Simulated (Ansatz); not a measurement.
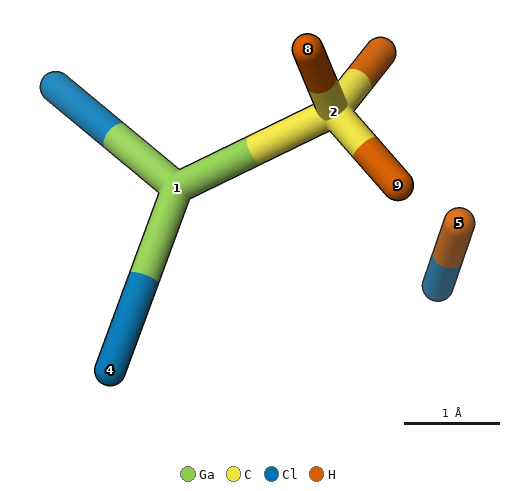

*The input geometry (stick view, seen at a tilt; atoms are numbered from 1 in the order of the input). Sticks mark near contacts.*

Bond lengths as drawn: Cl–Ga 2.14 Å, Cl–H 1.31 Å, C–Ga 1.97 Å and C–H 1.10 Å.

## CH4Cl3Ga: geometry relaxation (part 1 of 2)

- system: CH4Cl3Ga
- method: RKS r2SCANh-D4/def2-SVP (Ansatz 0.2.0)

It belongs to a series of runs on one base structure; here: end point A relaxed. Figures and captions count atoms from 1; the log counts them from 0 in places.

**The input**
```yaml
crystal:
  periodic: [false, false, false]
  atoms:
    - { symbol: Ga, position_ang: [-0.759211, -0.983631, 0.183658] }
    - { symbol: C, position_ang: [-0.445695, 0.857172, -0.439297] }
    - { symbol: Cl, position_ang: [-0.760965, -2.64662, -1.159647] }
    - { symbol: Cl, position_ang: [-1.267352, -1.43614, 2.211118] }
    - { symbol: H, position_ang: [1.818681, 0.76187, 0.273782] }
    - { symbol: Cl, position_ang: [2.652182, -0.180397, 0.635484] }
    - { symbol: H, position_ang: [0.305353, 0.871194, -1.240316] }
    - { symbol: H, position_ang: [-1.385679, 1.245284, -0.859154] }
    - { symbol: H, position_ang: [-0.157315, 1.511267, 0.394471] }
basis:
  gaussian: { orbitals: def2-SVP }
hamiltonian:
  xc: r2scanh
  dispersion: d4
relax:
  f_tol: 0.03
  max_steps: 50
output:
  orbitals: {}
```

Run as:
```bash
ansatz run input.yaml --threads 4 --pin off --max-ram 5120MiB --backend cpu --events-out ev --progress --plain --runs-dir out
```

**What the program printed**
```
The last accepted step is kept in [file] (removed where the run ends without a failure and the disk answers)
Engine: ansatz 0.2.0, aarch64-unknown-linux-gnu
Functional definition: r2SCANh
  parameter a = 0.1
  parameter k0 = 0.174
  parameter k1 = 0.065
  parameter a1 = 4.9479
  exchange = (1 - a)*r2scan_x(k0 = k0, k1 = k1, a1 = a1) + a*exact_x
  correlation = r2scan_c
1223 factors; integrals over basis functions are off by at most 3.8e-4 eV
mean field evaluation 1: about -91023.3112 eV, gradient 5.0e1 eV
mean field evaluation 2: about -91018.5364 eV, gradient 6.5e1 eV
mean field evaluation 4: about -91028.9270 eV, gradient 1.8e0 eV
mean field evaluation 8: about -91028.9295 eV, gradient 7.6e-2 eV
mean field evaluation 16: about -91028.9295 eV, gradient 2.1e-5 eV
mean field -91028.92954947 eV, -3345.2514593186 hartree, gradient 2.1e-5 eV, S^2 0.000000; 0 other end points of the search recorded, 0 dependent functions left out
the calculation of the forces begins
reference -91028.92955883 eV, -3345.2514596624 hartree; 46, 46 occupied and 74, 74 virtual orbitals, 1223 factors
relax step   1: F+E_penalty+E_count = -91029.00105156 eV  Δ(F+E_penalty+E_count) = +0.000e0 eV  max|allowed force component| = 5.677e-1 eV/Å  Δτ_max = 0.0000 Å  (27 SCF iters, accepted)
these checks for a lower state are left out or cut short: starts, cluster_reference, orbital_swaps, neighbouring_geometries, increment
1223 factors; integrals over basis functions are off by at most 3.7e-4 eV
mean field -91028.96103167 eV, -3345.2526162680 hartree, gradient 1.3e-5 eV, S^2 0.000000; 0 other end points of the search recorded, 0 dependent functions left out
[... from here on the field's lines of each further geometry are left out, up to the last ...]
relax step   2: F+E_penalty+E_count = -91029.03371531 eV  Δ(F+E_penalty+E_count) = -3.266e-2 eV  max|allowed force component| = 1.222e0 eV/Å  Δτ_max = 0.1950 Å  (28 SCF iters, accepted)
relax step   3: F+E_penalty+E_count = -91029.07689501 eV  Δ(F+E_penalty+E_count) = -4.318e-2 eV  max|allowed force component| = 1.112e0 eV/Å  Δτ_max = 0.1458 Å  (28 SCF iters, accepted)
relax step   4: F+E_penalty+E_count = -91029.11501389 eV  Δ(F+E_penalty+E_count) = -3.812e-2 eV  max|allowed force component| = 1.325e0 eV/Å  Δτ_max = 0.1951 Å  (27 SCF iters, accepted)
relax step   5: F+E_penalty+E_count = -91029.14937165 eV  Δ(F+E_penalty+E_count) = -3.436e-2 eV  max|allowed force component| = 4.020e-1 eV/Å  Δτ_max = 0.1998 Å  (26 SCF iters, accepted)
relax step   6: F+E_penalty+E_count = -91029.18890786 eV  Δ(F+E_penalty+E_count) = -3.954e-2 eV  max|allowed force component| = 1.266e-1 eV/Å  Δτ_max = 0.1953 Å  (28 SCF iters, accepted)
relax step   7: F+E_penalty+E_count = -91029.19502132 eV  Δ(F+E_penalty+E_count) = -6.113e-3 eV  max|allowed force component| = 1.026e-1 eV/Å  Δτ_max = 0.1380 Å  (28 SCF iters, accepted)
relax step   8: F+E_penalty+E_count = -91029.19858385 eV  Δ(F+E_penalty+E_count) = -3.563e-3 eV  max|allowed force component| = 1.680e-1 eV/Å  Δτ_max = 0.1583 Å  (27 SCF iters, accepted)
relax step   9: F+E_penalty+E_count = -91029.20079560 eV  Δ(F+E_penalty+E_count) = -2.212e-3 eV  max|allowed force component| = 3.844e-1 eV/Å  Δτ_max = 0.1180 Å  (27 SCF iters, accepted)
relax step  10: F+E_penalty+E_count = -91029.20225923 eV  Δ(F+E_penalty+E_count) = -1.464e-3 eV  max|allowed force component| = 3.251e-1 eV/Å  Δτ_max = 0.0259 Å  (27 SCF iters, accepted)
relax step  11: F+E_penalty+E_count = -91029.10247703 eV  Δ(F+E_penalty+E_count) = +9.978e-2 eV  max|allowed force component| = 1.987e0 eV/Å  Δτ_max = 0.1955 Å  (27 SCF iters, rejected (line search))
relax step  12: F+E_penalty+E_count = -91029.20829902 eV  Δ(F+E_penalty+E_count) = -6.040e-3 eV  max|allowed force component| = 5.455e-2 eV/Å  Δτ_max = 0.0963 Å  (28 SCF iters, accepted)
relax step  13: F+E_penalty+E_count = -91029.20956544 eV  Δ(F+E_penalty+E_count) = -1.266e-3 eV  max|allowed force component| = 3.528e-1 eV/Å  Δτ_max = 0.0977 Å  (26 SCF iters, accepted)
relax step  14: F+E_penalty+E_count = -91029.21895831 eV  Δ(F+E_penalty+E_count) = -9.393e-3 eV  max|allowed force component| = 8.606e-2 eV/Å  Δτ_max = 0.1500 Å  (28 SCF iters, accepted)
relax step  15: F+E_penalty+E_count = -91029.22536116 eV  Δ(F+E_penalty+E_count) = -6.403e-3 eV  max|allowed force component| = 1.632e-1 eV/Å  Δτ_max = 0.2000 Å  (28 SCF iters, accepted)
relax step  16: F+E_penalty+E_count = -91029.20977204 eV  Δ(F+E_penalty+E_count) = +1.559e-2 eV  max|allowed force component| = 1.061e0 eV/Å  Δτ_max = 0.1966 Å  (28 SCF iters, rejected (line search))
relax step  17: F+E_penalty+E_count = -91029.23516283 eV  Δ(F+E_penalty+E_count) = -9.802e-3 eV  max|allowed force component| = 7.793e-2 eV/Å  Δτ_max = 0.0981 Å  (28 SCF iters, accepted)
relax step  18: F+E_penalty+E_count = -91029.24164029 eV  Δ(F+E_penalty+E_count) = -6.477e-3 eV  max|allowed force component| = 2.629e-1 eV/Å  Δτ_max = 0.0978 Å  (27 SCF iters, accepted)
relax step  19: F+E_penalty+E_count = -91029.25006856 eV  Δ(F+E_penalty+E_count) = -8.428e-3 eV  max|allowed force component| = 5.735e-1 eV/Å  Δτ_max = 0.1500 Å  (28 SCF iters, accepted)
relax step  20: F+E_penalty+E_count = -91029.26937514 eV  Δ(F+E_penalty+E_count) = -1.931e-2 eV  max|allowed force component| = 2.324e-1 eV/Å  Δτ_max = 0.1664 Å  (27 SCF iters, accepted)
relax step  21: F+E_penalty+E_count = -91029.29405124 eV  Δ(F+E_penalty+E_count) = -2.468e-2 eV  max|allowed force component| = 1.915e-1 eV/Å  Δτ_max = 0.2000 Å  (27 SCF iters, accepted)
relax step  22: F+E_penalty+E_count = -91029.31241847 eV  Δ(F+E_penalty+E_count) = -1.837e-2 eV  max|allowed force component| = 1.619e-1 eV/Å  Δτ_max = 0.2000 Å  (28 SCF iters, accepted)
relax step  23: F+E_penalty+E_count = -91029.30117559 eV  Δ(F+E_penalty+E_count) = +1.124e-2 eV  max|allowed force component| = 3.850e-1 eV/Å  Δτ_max = 0.1489 Å  (27 SCF iters, rejected (line search))
relax step  24: F+E_penalty+E_count = -91029.31701455 eV  Δ(F+E_penalty+E_count) = -4.596e-3 eV  max|allowed force component| = 1.928e-1 eV/Å  Δτ_max = 0.0726 Å  (27 SCF iters, accepted)
relax step  25: F+E_penalty+E_count = -91029.31929462 eV  Δ(F+E_penalty+E_count) = -2.280e-3 eV  max|allowed force component| = 6.440e-2 eV/Å  Δτ_max = 0.0579 Å  (27 SCF iters, accepted)
the calculation of the forces begins
reference -91029.24482252 eV, -3345.2630453894 hartree; 46, 46 occupied and 74, 74 virtual orbitals, 1224 factors
relax step  26: F+E_penalty+E_count = -91029.31998905 eV  Δ(F+E_penalty+E_count) = -6.944e-4 eV  max|allowed force component| = 2.026e-2 eV/Å  Δτ_max = 0.0290 Å  (27 SCF iters, accepted)
```

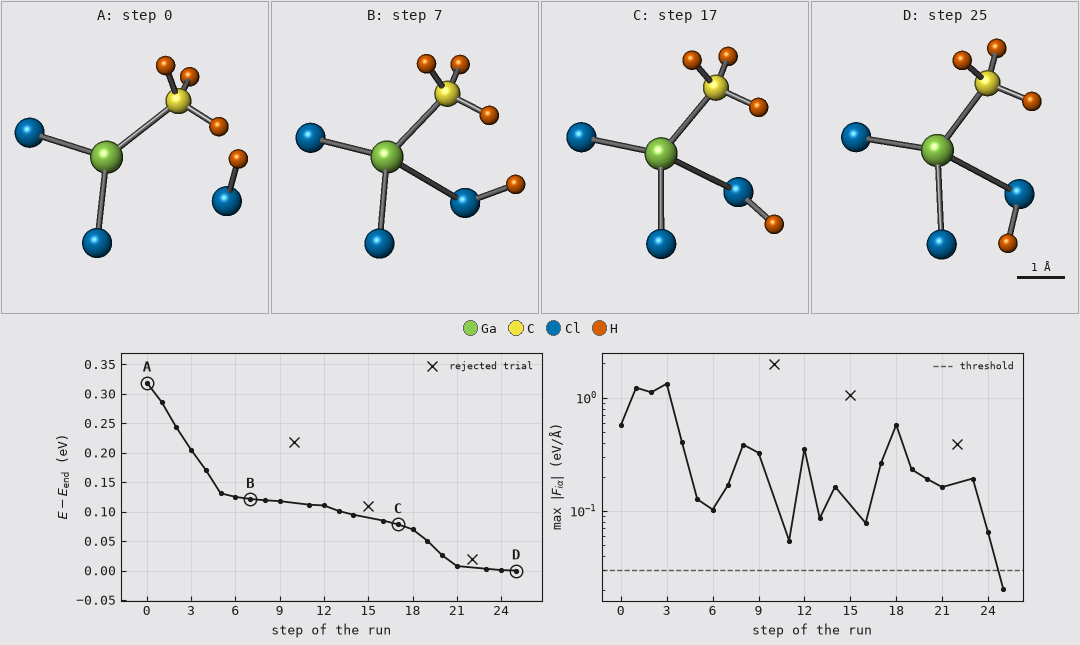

*Frames of the relaxation (ball-and-stick view, seen at a tilt) above the curves, on which the letters mark them (the first geometry is step 0 here and step 1 in the log).*

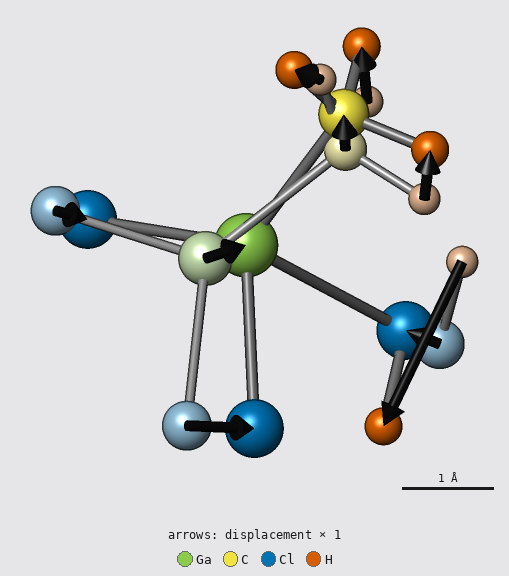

*Start (faint) and end (solid) with the displacements as black arrows, at true length (ball-and-stick view, seen at a tilt). The two geometries are laid on each other by the best rigid fit.*

Over 25 geometry steps the energy falls by 0.319 eV. Largest force component: 0.57 eV/Å at the start, 0.02 eV/Å at the end. The line search rejected the trial steps at points 10, 15, 22 (counted from 0) and went back. H5 moves most after the best rigid fit: 2.01 Å. By element the largest moves are H 2.01 Å, Cl 0.89 Å, Ga 0.54 Å, C 0.43 Å. Distances before and after: Ga1–Cl6 3.534 → 2.749 Å, Ga1–Cl4 2.139 → 2.187 Å, Ga1–C2 1.968 → 1.937 Å, Ga1–Cl3 2.138 → 2.149 Å. Among the angles that change: Cl3–Ga1–Cl4 115.5° → 112.1°, C2–Ga1–Cl3 121.9° → 124.4°. (Atoms are counted from 1 in the order of the input.)

```
1224 factors; integrals over basis functions are off by at most 4.9e-4 eV
mean field -91029.24481308 eV, -3345.2630450423 hartree, gradient 1.6e-5 eV, S^2 0.000000; 1 other end points of the search recorded, 0 dependent functions left out
the calculation of the forces begins
reference -91029.24482252 eV, -3345.2630453894 hartree; 46, 46 occupied and 74, 74 virtual orbitals, 1224 factors
Total energy: -91029.31999849 eV, -3345.2658080555 hartree
Atom 0 at    -0.333297    -0.674476     0.083074 Å, force     0.009646    -0.001226    -0.012979 eV/Å
Atom 1 at    -0.765195     1.042666    -0.701252 Å, force    -0.001900    -0.001737    -0.006331 eV/Å
Atom 2 at    -0.370431    -2.539489    -0.984554 Å, force     0.001504     0.001900     0.000897 eV/Å
Atom 3 at    -0.346828    -0.966824     2.250667 Å, force    -0.005655    -0.003314     0.020263 eV/Å
Atom 4 at     1.998340    -0.627141     1.563840 Å, force     0.000635    -0.000860    -0.005598 eV/Å
Atom 5 at     2.382865    -0.347672     0.353716 Å, force     0.000891    -0.002935     0.003450 eV/Å
Atom 6 at    -0.266507     1.146183    -1.673668 Å, force    -0.002243     0.003363     0.000006 eV/Å
Atom 7 at    -1.850777     1.111607    -0.856120 Å, force    -0.002705     0.002758     0.002424 eV/Å
Atom 8 at    -0.448172     1.855144    -0.035604 Å, force    -0.000174     0.002051    -0.002132 eV/Å
Dipole moment:     0.218193     0.520145    -0.034546 e Å
```

**Trajectory as extended XYZ (Å, eV, eV/Å), 26 frames, from step=1 to step=26**
```
9
Properties=species:S:1:pos:R:3:forces:R:3 step=1 energy=-91029.00105
Ga   -0.7592   -0.9836    0.1837    0.2556   0.3886  -0.0845
C    -0.4457    0.8572   -0.4393   -0.2395  -0.3177   0.0487
Cl   -0.7610   -2.6466   -1.1596    0.0005  -0.0211  -0.0095
Cl   -1.2674   -1.4361    2.2111   -0.0117  -0.0027   0.0061
H     1.8187    0.7619    0.2738    0.5587  -0.4677   0.2179
Cl    2.6522   -0.1804    0.6355   -0.5677   0.4150  -0.1957
H     0.3054    0.8712   -1.2403   -0.0025  -0.0099   0.0037
H    -1.3857    1.2453   -0.8592    0.0096   0.0153   0.0053
H    -0.1573    1.5113    0.3945   -0.0030   0.0001   0.0080
9
Properties=species:S:1:pos:R:3:forces:R:3 step=2 energy=-91029.03371
Ga   -0.7054   -0.9699    0.1880    0.1886   0.2488  -0.0483
C    -0.4663    0.8625   -0.4474   -0.1853  -0.1257  -0.0027
Cl   -0.7206   -2.6382   -1.1513    0.0250  -0.0430  -0.0197
Cl   -1.2319   -1.4266    2.2109   -0.0025  -0.0119   0.0422
H     1.9337    0.8425    0.2909    0.7001  -1.2220   0.3943
Cl    2.5089   -0.3125    0.6402   -0.7362   1.1376  -0.3727
H     0.2802    0.8863   -1.2526   -0.0019   0.0156   0.0110
H    -1.4163    1.2319   -0.8610    0.0040  -0.0052   0.0083
H    -0.1823    1.5240    0.3824    0.0082   0.0057  -0.0123
9
Properties=species:S:1:pos:R:3:forces:R:3 step=3 energy=-91029.07690
Ga   -0.6211   -0.9364    0.1953    0.0896   0.2104  -0.0654
C    -0.4906    0.8977   -0.4667   -0.1188  -0.1360   0.0259
Cl   -0.6369   -2.6083   -1.1408    0.0448  -0.0613  -0.0323
Cl   -1.1516   -1.3943    2.2177    0.0047  -0.0091   0.0667
H     1.9080    0.7334    0.3277    0.6326  -1.1121   0.3551
Cl    2.4421   -0.4387    0.6697   -0.7111   1.0732  -0.3614
H     0.2394    0.9485   -1.2862   -0.0075   0.0420   0.0106
H    -1.4669    1.2150   -0.8661    0.0563  -0.0339   0.0334
H    -0.2222    1.5830    0.3494    0.0095   0.0268  -0.0328
9
Properties=species:S:1:pos:R:3:forces:R:3 step=4 energy=-91029.11501
Ga   -0.5759   -0.9240    0.1996    0.0959  -0.0505   0.0215
C    -0.4914    0.9066   -0.4697   -0.2620  -0.0355  -0.0575
Cl   -0.5849   -2.6160   -1.1455    0.0323   0.1594   0.1540
Cl   -1.1144   -1.3852    2.2398    0.0408   0.0307  -0.1801
H     1.9843    0.7559    0.3475    0.3582  -1.3251   0.3327
Cl    2.2642   -0.5161    0.6501   -0.3305   1.2228  -0.3059
H     0.2290    0.9752   -1.2971   -0.0189   0.0051   0.0228
H    -1.4798    1.1967   -0.8612    0.0835   0.0034   0.0299
H    -0.2310    1.6070    0.3366    0.0007  -0.0105  -0.0173
9
Properties=species:S:1:pos:R:3:forces:R:3 step=5 energy=-91029.14937
Ga   -0.4335   -0.8747    0.2233   -0.4020   0.0456  -0.0864
C    -0.5229    0.9447   -0.4791   -0.1528   0.0490  -0.0881
Cl   -0.4271   -2.5684   -1.1052    0.0326  -0.0528  -0.0234
Cl   -1.0830   -1.3333    2.2272    0.0302   0.0036   0.0184
H     1.9811    0.5933    0.3695    0.1165  -0.0616   0.0378
Cl    2.1303   -0.6633    0.6318    0.2459   0.0772   0.0429
H     0.1716    1.0549   -1.3271   -0.0857   0.0129   0.0244
H    -1.5441    1.1692   -0.8437    0.2666  -0.0680   0.1081
H    -0.2724    1.6776    0.3033   -0.0513  -0.0058  -0.0338
9
Properties=species:S:1:pos:R:3:forces:R:3 step=6 energy=-91029.18891
Ga   -0.5095   -0.8780    0.2018   -0.0533   0.1125  -0.0398
C    -0.5573    0.9444   -0.4890   -0.1266   0.0179  -0.0580
Cl   -0.4448   -2.5810   -1.1124    0.0130  -0.0167   0.0059
Cl   -1.0910   -1.3353    2.2239   -0.0042  -0.0111   0.0071
H     2.1702    0.6093    0.4156    0.0121  -0.0501   0.0180
Cl    2.1775   -0.6588    0.6522    0.0916   0.0117   0.0091
H     0.1340    1.0508   -1.3383   -0.0361  -0.0003   0.0385
H    -1.5728    1.1770   -0.8510    0.1121  -0.0298   0.0457
H    -0.3062    1.6716    0.2972   -0.0086  -0.0340  -0.0266
9
Properties=species:S:1:pos:R:3:forces:R:3 step=7 energy=-91029.19502
Ga   -0.5148   -0.8516    0.1914   -0.0458  -0.0761   0.0294
C    -0.5906    0.9612   -0.5044   -0.0043   0.0235  -0.0250
Cl   -0.4113   -2.5907   -1.0761   -0.0022   0.0246  -0.0245
Cl   -1.0951   -1.3275    2.2131    0.0164   0.0438  -0.0137
H     2.2608    0.5746    0.5137    0.0093   0.0983   0.0093
Cl    2.2049   -0.7069    0.5957    0.0379  -0.1026   0.0155
H     0.0921    1.0719   -1.3584   -0.0190   0.0067   0.0114
H    -1.6107    1.1791   -0.8528    0.0227  -0.0066   0.0158
H    -0.3352    1.6900    0.2779   -0.0150  -0.0117  -0.0184
9
Properties=species:S:1:pos:R:3:forces:R:3 step=8 energy=-91029.19858
Ga   -0.5268   -0.8581    0.1690    0.0713   0.0811   0.0350
C    -0.6002    0.9565   -0.5254   -0.0626  -0.0220   0.0084
Cl   -0.4486   -2.5880   -1.1032   -0.0162  -0.0433  -0.0222
Cl   -1.0018   -1.2790    2.2267   -0.0411  -0.0189   0.0173
H     2.2470    0.5599    0.6708    0.0069   0.1579   0.0348
Cl    2.2207   -0.7174    0.5498    0.0320  -0.1680  -0.0388
H     0.0740    1.0696   -1.3837   -0.0007   0.0001  -0.0287
H    -1.6254    1.1724   -0.8587    0.0141   0.0173  -0.0159
H    -0.3389    1.6840    0.2549   -0.0037  -0.0042   0.0102
9
Properties=species:S:1:pos:R:3:forces:R:3 step=9 energy=-91029.20080
Ga   -0.4981   -0.8398    0.1860   -0.0635  -0.0584  -0.1199
C    -0.6107    0.9591   -0.5375    0.0209   0.0450   0.0196
Cl   -0.4776   -2.5742   -1.0944    0.0279   0.0141   0.0223
Cl   -0.9910   -1.2837    2.2328    0.0151   0.0161   0.0558
H     2.2657    0.5261    0.7822    0.0154   0.3724   0.1130
Cl    2.2494   -0.7136    0.4770   -0.0039  -0.3844  -0.1009
H     0.0617    1.0712   -1.3989    0.0009  -0.0053   0.0208
H    -1.6375    1.1521   -0.8795   -0.0018  -0.0120   0.0218
H    -0.3619    1.7028    0.2324   -0.0110   0.0125  -0.0324
```
